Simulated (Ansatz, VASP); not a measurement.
# AlN: VASP beside Ansatz, part 2 of 2

Aim: how closely do two programs agree when they are given the same cell, functional and k mesh? The cell is taken from a series of VASP runs on this material, whose earlier steps may have relaxed, scaled or displaced it; both programs get it as it stands. Valence electrons are named where the data sets of a main pair hold unlike numbers.

VASP 6.6.1 and Ansatz 0.2.0.

So far: Starting point; VASP: band structure, PBE0; Ansatz: band structure, PBE0.

## (4) Differences

Known differences besides the potentials themselves: exact exchange at q = 0 is treated differently, which shows on coarse meshes; VASP keeps PBE cores, Ansatz makes them for the functional; the cutoff is 420 eV in Ansatz and 460 eV in VASP; VASP takes a coarser grid for exact exchange (PRECFOCK = Fast). Total energies have different zeros and are not compared.

The two programs side by side:

```csv
quantity,Ansatz,VASP,difference
gap over the path points (eV),5.289,5.289,0.000
```

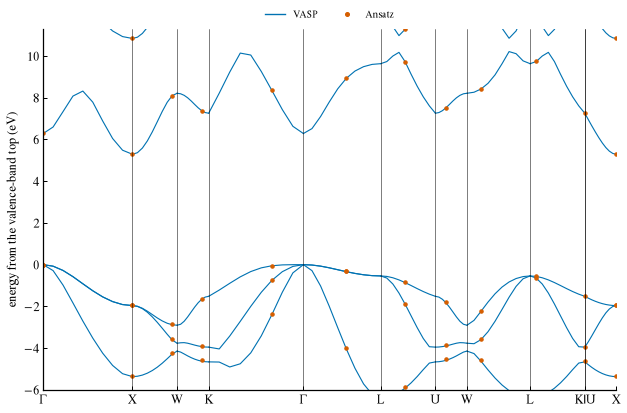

Bands from VASP (lines) and levels from Ansatz (dots). Dots without a line are higher empty bands that the VASP plot leaves out.

Levels at points of the path, from each program's valence-band top (eV; 3 filled, then empty):

```csv
k (reciprocal lattice),Ansatz,VASP
0.000 0.000 0.000,0.00 0.00 0.00 6.29 15.08,0.00 0.00 0.00 6.29 15.02
0.500 0.000 0.500,-5.33 -1.94 -1.94 5.29 10.85,-5.37 -1.96 -1.96 5.29 10.84
0.500 0.222 0.722,-4.24 -3.58 -2.85 8.08 13.62,-4.29 -3.61 -2.88 8.10 13.65
0.403 0.347 0.750,-4.59 -3.90 -1.64 7.37 12.59,-4.63 -3.93 -1.66 7.38 12.60
0.125 0.125 0.250,-2.39 -0.75 -0.05 8.36 14.00,-2.40 -0.76 -0.05 8.35 13.96
0.278 0.278 0.278,-4.02 -0.33 -0.33 8.94 13.28,-4.04 -0.34 -0.34 8.93 13.26
0.556 0.389 0.556,-5.88 -1.87 -0.84 9.73 11.28,-5.92 -1.89 -0.86 9.73 11.28
0.583 0.250 0.667,-4.54 -3.87 -1.80 7.51 12.69,-4.59 -3.90 -1.83 7.52 12.70
0.500 0.306 0.694,-4.59 -3.56 -2.21 8.40 13.07,-4.63 -3.59 -2.24 8.42 13.07
0.486 0.486 0.528,-6.32 -0.63 -0.55 9.75 12.04,-6.36 -0.64 -0.56 9.73 12.05
```

Among the levels compared at these points, filled levels agree within 43 meV and empty ones within 53 meV.

## (5) VASP: band structure, r2SCAN-EpsX with an exact-exchange share of 0.219

Levels along a path test the potential and the projectors away from the mesh points.

The run reads the wave functions of an earlier VASP run, which isn't shown here.

Contents of INCAR:

```
SYSTEM = AlN
PREC = Accurate
ENCUT = 460
EDIFF = 1E-06
NELM = 100
ISMEAR = 0
SIGMA = 0.03
LREAL = .FALSE.
ALGO = Normal
LHFCALC = .TRUE.
AEXX = 0.219
METAGGA = R2SCAN
LASPH = .TRUE.
NBANDS = 10
PRECFOCK = Fast
HFRCUT = -1
LORBIT = 11
LWAVE = .FALSE.
LCHARG = .FALSE.
KPAR = 4
```

Contents of POSCAR:

```
AlN
1.0
    0.0000000000      2.1839935596      2.1839935596
    2.1839935596      0.0000000000      2.1839935596
    2.1839935596      2.1839935596      0.0000000000
Al N
1 1
Direct
    0.0000000000      0.0000000000      0.0000000000
    0.2500000000      0.2500000000      0.2500000000
```

Contents of KPOINTS:

```
Automatic mesh
0
Gamma
6 6 6
0 0 0
```

Contents of KPOINTS_OPT:

```
Line mode
10
Line-mode
Reciprocal
  0.00000000   0.00000000   0.00000000 GAMMA
  0.50000000   0.00000000   0.50000000 X

  0.50000000   0.00000000   0.50000000 X
  0.50000000   0.25000000   0.75000000 W

  0.50000000   0.25000000   0.75000000 W
  0.37500000   0.37500000   0.75000000 K

  0.37500000   0.37500000   0.75000000 K
  0.00000000   0.00000000   0.00000000 GAMMA

  0.00000000   0.00000000   0.00000000 GAMMA
  0.50000000   0.50000000   0.50000000 L

  0.50000000   0.50000000   0.50000000 L
  0.62500000   0.25000000   0.62500000 U

  0.62500000   0.25000000   0.62500000 U
  0.50000000   0.25000000   0.75000000 W

  0.50000000   0.25000000   0.75000000 W
  0.50000000   0.50000000   0.50000000 L

  0.50000000   0.50000000   0.50000000 L
  0.37500000   0.37500000   0.75000000 K

  0.62500000   0.25000000   0.62500000 U
  0.50000000   0.00000000   0.50000000 X
```

PAW data sets: Al and N (PBE family, release 64).

Launch:

```sh
$ mpirun -np 4 vasp_std
```

Numbers of over 12 decimals in the logs are rounded to 6 here.

The log of the run:

```text
[banner, memory and clock lines left out]
running    4 mpi-ranks, on    1 nodes
[...]
|                                                                             |
|               ----> ADVICE to this user running VASP <----                  |
|                                                                             |
|     You enforced a specific xc type in the INCAR file but a different       |
|     [... a line on the potential file left out ...]
|     I HOPE YOU KNOW WHAT YOU ARE DOING!                                     |
|                                                                             |

 LDA part: xc-table for (None), standard interpolation
 found WAVECAR, reading the header
 POSCAR, INCAR and KPOINTS ok, starting setup
[...]
HFRCUT set to (new)   10.241960
 reading WAVECAR
 the WAVECAR file was read successfully
 initial charge from wavefunction
 entering main loop
       N       E                     dE             d eps       ncg     rms          rms(c)
[...]
DAV:  12    -0.212460803773E+02   -0.30975E-05   -0.74824E-08   172   0.245E-03    0.142E-02
DAV:  13    -0.212460821873E+02   -0.18100E-05   -0.39633E-08   172   0.161E-03    0.520E-03
DAV:  14    -0.212460831579E+02   -0.97062E-06   -0.12717E-08   166   0.100E-03
   1 F= -.21246083E+02 E0= -.21246083E+02  d E =-.292182E-13
 Start KPOINTS_OPT (optional k-point list driver)
k-point batch [1-16\100]
       N       E                     dE             ncg
DAV:   1     0.337875201264E+03   -0.35730E+04      328
DAV:   2    -0.822764322601E+02   -0.42015E+03      390
DAV:   3    -0.977137912957E+02   -0.15437E+02      398
DAV:   4    -0.978704952374E+02   -0.15670E+00      412
DAV:   5    -0.978718100067E+02   -0.13148E-02      374
DAV:   6    -0.978718431418E+02   -0.33135E-04      420
DAV:   7    -0.978718437409E+02   -0.59909E-06      316
[...]
k-point batch [97-100\100]
       N       E                     dE             ncg
DAV:   1     0.396879417433E+04   -0.13684E+04       80
DAV:   2     0.387502048040E+04   -0.93774E+02      104
DAV:   3     0.387230852809E+04   -0.27120E+01       94
DAV:   4     0.387227658605E+04   -0.31942E-01      104
DAV:   5     0.387227623420E+04   -0.35185E-03       96
DAV:   6     0.387227622525E+04   -0.89515E-05      120
DAV:   7     0.387227622518E+04   -0.70502E-07      104
```

From OUTCAR (step 5):

```text
 POSITION                                       TOTAL-FORCE (eV/Angst)
 -----------------------------------------------------------------------------------
      0.00000      0.00000      0.00000         0.000000      0.000000      0.000000
      1.09200      1.09200      1.09200        -0.000000     -0.000000     -0.000000
 -----------------------------------------------------------------------------------
    total drift:                                0.000002      0.000000      0.000001

  FREE ENERGIE OF THE ION-ELECTRON SYSTEM (eV)
  ---------------------------------------------------
  free  energy   TOTEN  =       -21.2460831579 eV

  energy  without entropy=      -21.2460831579  energy(sigma->0) =      -21.24608316

[... 2 parts as in an earlier step ...]

[... 1 further part left out ...]
[key lines of the parts left out:]
E-fermi :   4.7891
```

## (6) Ansatz: band structure, r2SCAN-EpsX with an exact-exchange share of 0.219

The same cell, functional, mesh and smearing now go to Ansatz, which takes its cutoff from its data sets.

The cell is taken from a series of VASP runs on this material, whose earlier steps may have relaxed, scaled or displaced it; both programs get it as it stands.

Contents of input.yaml:

```yaml
crystal:
  lattice:
    - [0.0, 2.1839935596, 2.1839935596]
    - [2.1839935596, 0.0, 2.1839935596]
    - [2.1839935596, 2.1839935596, 0.0]
  atoms:
    - { symbol: Al, position: [0.0, 0.0, 0.0] }
    - { symbol: "N", position: [0.25, 0.25, 0.25] }
hamiltonian:
  xc: { exchange: r2scan, correlation: r2scan, exx: { coeff: 0.219 } }
  pseudopotentials: { kind: paw }
kpoints:
  mp_grid: { grid: [6, 6, 6] }
  band_path:
    path:
      - [0.0, 0.0, 0.0]
      - [0.5, 0.0, 0.5]
      - [0.5, 0.22222, 0.72222]
      - [0.40278, 0.34722, 0.75]
      - [0.125, 0.125, 0.25]
      - [0.27778, 0.27778, 0.27778]
      - [0.55556, 0.38889, 0.55556]
      - [0.58333, 0.25, 0.66667]
      - [0.5, 0.30556, 0.69444]
      - [0.48611, 0.48611, 0.52778]
      - [0.625, 0.25, 0.625]
      - [0.5, 0.0, 0.5]
    npoints: 1
scf:
  occupations: { method: gaussian, width: 0.03 }
  n_extra_bands: 7
output:
  forces: true
  stress: true
  eigenvalues: true
```

Launch:

```sh
$ ansatz run input.yaml --threads 4 --pin off --max-ram 9216MiB --backend cpu --events-out ev --progress --plain --runs-dir out
```

The log of the run:

```text
[...]
Crystal: 2 atoms, lattice volume = 20.835 Å³
Basis set: ecut = 500 eV, 531 PW (Γ), exchange–correlation on 96×96×96 points (64 copies of the dense FFT grid, shifted against one another)
Bands: 11, of which v1, the nominal top of the filled ones, is band 4 counted from 1 (3 counted from 0)
Symmetry: 24 space group operations
[...]
k-points: 16 of 216 (time reversal used)
[...]
P = ⅓ Tr σ = -2.6304 GPa (-26.304 kbar)
--- Band table (eV; the first three rows and the last of 16) ---
  k-point 0: bands = [-11.1544, 5.6427, 5.6427, 5.6427, 12.1268, 21.0581, 21.0581, 21.0581, ... 3 higher]
  k-point 1: bands = [-10.7345, 3.6812, 5.4969, 5.4969, 13.6416, 20.1465, 21.2299, 21.2299, ... 3 higher]
  k-point 2: bands = [-9.7050, 0.7314, 5.2327, 5.2327, 15.1824, 18.9122, 20.0660, 20.0660, ... 3 higher]
  k-point 15: bands = [-8.3222, 0.9843, 2.6291, 2.9946, 13.1627, 18.6535, 21.5587, 21.8853, ... 3 higher]
[key lines of the parts left out:]
Free energy (F): -928.094319 eV
Fermi energy:    8.382572 eV
```

Run time: 12 s. Hardware: 4 threads of Arm Neoverse V2, shared host; peak memory 0.67 GiB.

## (7) Side by side

What differs besides the data sets and the points named for the pairs above, as far as they apply: the cutoff is 500 eV in Ansatz and 460 eV in VASP. Total energies have different zeros and are not compared.

Both answers:

```csv
quantity,Ansatz,VASP,difference
gap over the path points (eV),5.480,5.477,+0.003
```

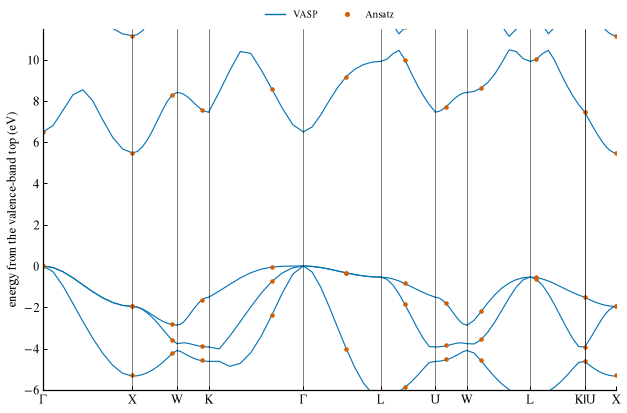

Bands from VASP (lines) and levels from Ansatz (dots). Dots without a line are higher empty bands that the VASP plot leaves out.

Levels at points of the path, from each program's valence-band top (eV; 3 filled, then empty):

```csv
k (reciprocal lattice),Ansatz,VASP
0.000 0.000 0.000,0.00 0.00 0.00 6.48 15.41,0.00 0.00 0.00 6.50 15.37
0.500 0.000 0.500,-5.30 -1.94 -1.94 5.48 11.17,-5.34 -1.96 -1.96 5.48 11.16
0.500 0.222 0.722,-4.21 -3.58 -2.82 8.28 13.96,-4.25 -3.60 -2.84 8.29 13.98
0.403 0.347 0.750,-4.55 -3.88 -1.64 7.58 12.91,-4.59 -3.90 -1.65 7.58 12.92
0.125 0.125 0.250,-2.37 -0.75 -0.05 8.57 14.35,-2.38 -0.75 -0.05 8.58 14.32
0.278 0.278 0.278,-4.00 -0.33 -0.33 9.18 13.63,-4.02 -0.33 -0.33 9.18 13.62
0.556 0.389 0.556,-5.85 -1.86 -0.84 9.98 11.56,-5.88 -1.87 -0.85 9.98 11.57
0.583 0.250 0.667,-4.51 -3.85 -1.80 7.71 13.01,-4.55 -3.87 -1.81 7.71 13.02
0.500 0.306 0.694,-4.55 -3.55 -2.20 8.61 13.37,-4.58 -3.57 -2.21 8.62 13.38
0.486 0.486 0.528,-6.29 -0.63 -0.55 10.03 12.34,-6.32 -0.64 -0.56 10.02 12.35
```

Among the levels compared at these points, filled levels agree within 34 meV and empty ones within 47 meV.

## (8) Outcome

* largest difference of a filled level at the path points (band structure, PBE0): 43 meV
* largest difference of a filled level at the path points (band structure, r2SCAN-EpsX with an exact-exchange share of 0.219): 34 meV

The largest difference of a filled level at the path points is 43 meV (band structure, PBE0), within the 80 meV picked in this series as the mark of a large difference. How closely two codes agree says nothing of how well the functional describes the real material.

[Lines on the potential files, build, host, timing and source positions are cut from VASP's logs without a mark.]

[Logs are printed without paths, hosts, clocks, repeated set-up lines and the standing remarks that a program may print on its own settings, such as how far it seeks lower states.]

[Hosts, paths, dates, database ids (printed as entryN), source tags and the programs' standing remarks are cut or masked in the printed files.]
